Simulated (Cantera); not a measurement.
A closed system holds: 1 mol Si, 1.6 mol SF6, 14 mol N2, equilibrated at 0.110 bar.

Cantera equilibrium calculation (NASA polynomials, part measured and part estimated; ideal gas, pure solids and liquids). Candidate condensed phases: S, Si, Si3N4; 29 gas species. The tables' values for S2F2 (SSF2), SF3 are old estimates; treat these amounts as uncertain. Equilibrium is a limit: real reactors are often held back by kinetics, nucleation or transport.

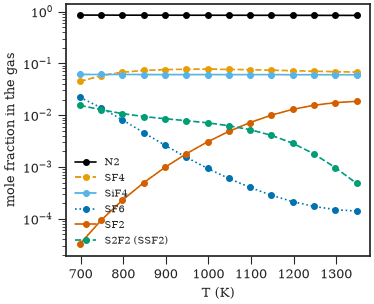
Figure: Equilibrium gas composition (values under 1e-9 drawn at 1e-9)

Question: Read off the mole fractions at 1298 K.

Answer: N2 about 0.84, SF4 about 0.069, SiF4 about 0.060, SF2 about 0.017, S2F2 (SSF2) about 0.00097, SF6 about 0.00015.
